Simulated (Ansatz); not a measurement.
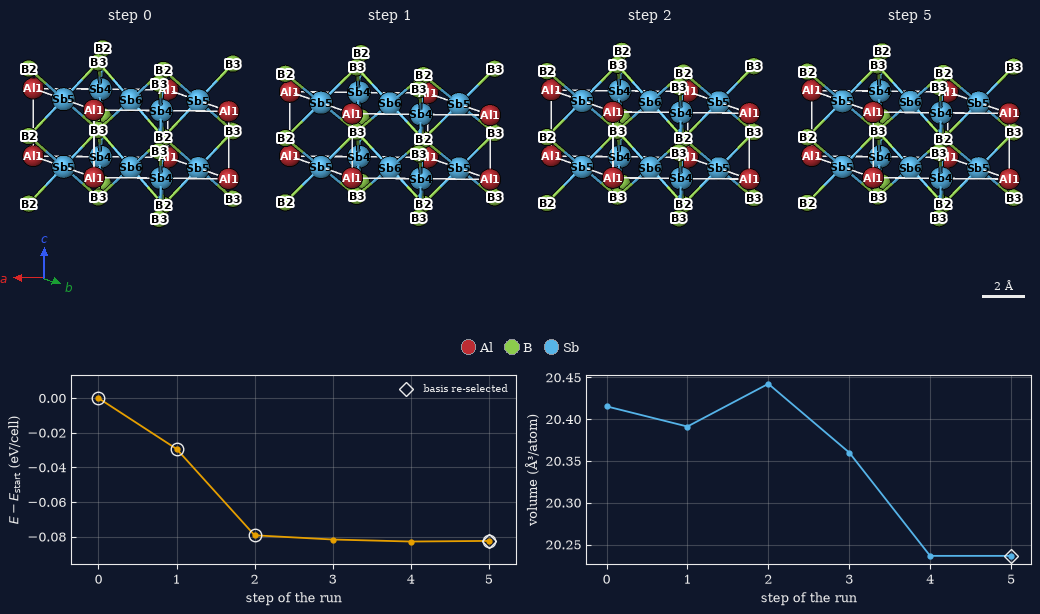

Frames of a relaxation of solid AlB2Sb3 (a generated structure, set up in P6/mmm) (coarse preliminary run), marked on the history of the run. A ball-and-stick model of the cell of the calculation, seen from a free direction.

The calculation used DFT PBE, scalar-relativistic, plane waves, PAW (Ansatz). Settings: plane-wave cutoff 420 eV; k-point mesh 3 × 3 × 6; occupations gaussian; smearing width 0.1 eV; no spin polarisation; cell and atoms relaxed; force threshold 0.04 eV/Å; at most 70 steps.

What happens along the run?

Answer. The energy falls by 82.4 meV per cell of the calculation in 4 accepted moves (5 points after the start). All forces vanish by symmetry, so only the cell relaxes. Pressure: −0.05 GPa at the start and 0.01 GPa at the end. The SCF was repeated once at an unchanged geometry on a basis and grid sized afresh for the cell, which shifted the energy by 0.4 meV per cell of the calculation at most. No atom moves by more than 0.005 Å relative to the cell. The drawn cell changes as follows: a = b 6.525 → 6.594 Å (+1.1 %), c 3.322 → 3.225 Å (−2.9 %); the volume changes by −0.9 %. Near-neighbour distances that change, for instance: B2–Sb4 2.511 → 2.495 Å. Bond angles that change, for instance: Sb4–B2–Sb4 82.8° → 80.5°, B2–Sb6–B2 82.8° → 80.5°, B2–Sb6–B3 97.2° → 99.5°. The space group stays P6/mmm (No. 191). From step 0 to 1: volume −0.1 %, energy −29.3 meV per cell of the calculation. From step 1 to 2: volume +0.3 %, energy −49.8 meV per cell of the calculation. From step 2 to 5: volume −1.0 %, energy −3.2 meV per cell of the calculation.

| step | E − E(0), meV/atom | pressure, GPa | volume, Å³/atom | note |
| --- | --- | --- | --- | --- |
| 0 | 0.00 | -0.05 | 20.415 |  |
| 1 | -4.88 | 0.22 | 20.391 |  |
| 2 | -13.19 | -0.60 | 20.442 |  |
| 3 | -13.60 | -0.34 | 20.360 |  |
| 4 | -13.79 | 0.01 | 20.237 |  |
| 5 | -13.73 | 0.01 | 20.237 | same geometry, new basis |
